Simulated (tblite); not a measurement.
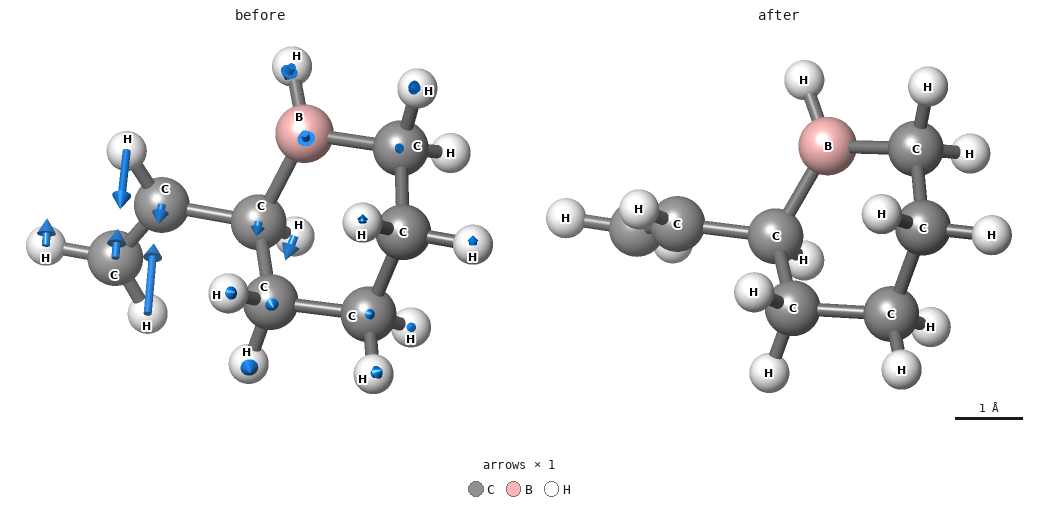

The structure of C$_{7}$H$_{13}$B before (left) and after (right) a relaxation, at one scale. The blue arrows give the displacements, at their true length.

A ball-and-stick model, seen at a tilt.

All numbers below come from GFN2-xTB geometry optimisation, gas phase in tblite 0.8.0. 

> Describe what moved and what it gained.

The energy falls by 0.455 eV in 101 geometry steps. The atom that moves furthest after the best rigid fit is an H atom (1.22 Å). Largest moves by element: H 1.22 Å, C 0.49 Å, B 0.36 Å. Some distances before and after: B–C 1.621 → 1.583 Å, C–C 1.354 → 1.320 Å, B–C 1.598 → 1.571 Å, C–H 1.119 → 1.093 Å. Among the angles between lasting bonds that change: C–C–H 121.2° → 115.0°, C–C–C 120.7° → 125.2°, B–C–H 108.6° → 112.9°. Groups turn about C–C by about 55°.
